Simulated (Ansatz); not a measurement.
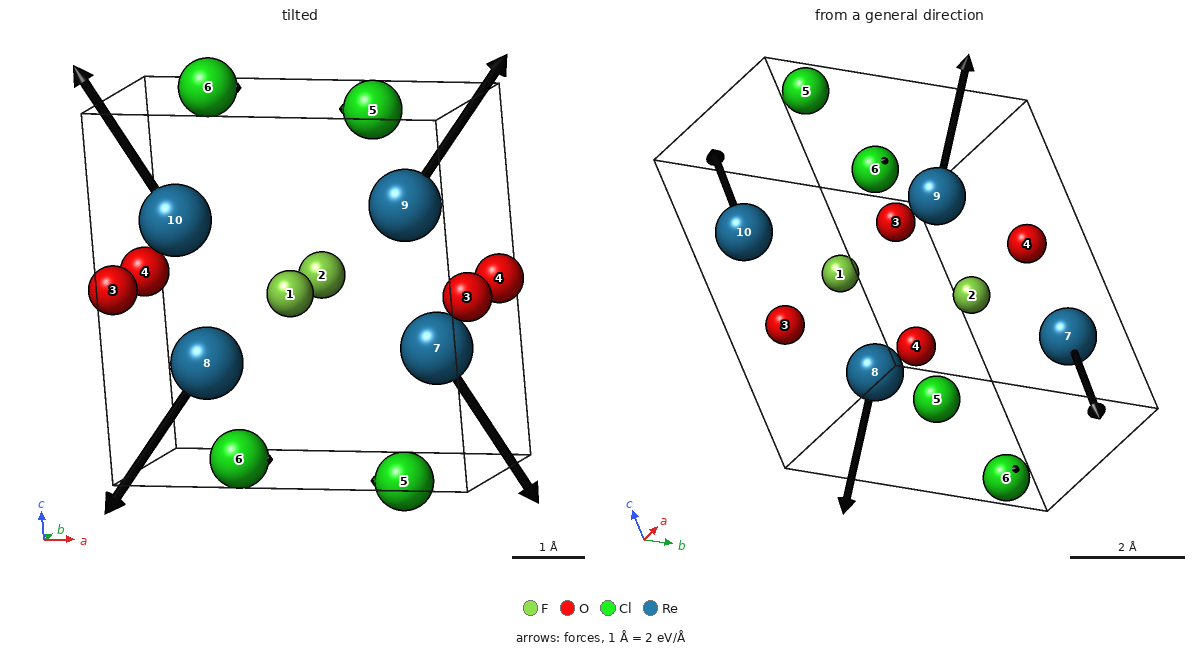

Spheres-only representation of a periodic structure, projected slightly off an axis and from a general direction. Lines trace the edges of the simulation cell. The arrows are the computed forces on the atoms.

System: Re₂ClOF. Calculation details: DFT, PAW plane waves, PBE (Ansatz 0.2.0); a basis cut at 420 eV, k-point mesh 7×8×6, Fermi-Dirac smearing of 0.031 eV, no spin polarisation.

> Is this an equilibrium geometry?

No. The atoms still feel forces of up to about 4.2 eV/Å, far above a usual threshold of 0.01 to 0.03 eV/Å.

> On which atom is the force largest?

All Re atoms, about 4.2 eV/Å.

Note that this is a generated cell, made by putting these elements into a known structure type (the compound may or may not exist in this form), and that it hasn't been relaxed. It was run through Ansatz as a DFT input.
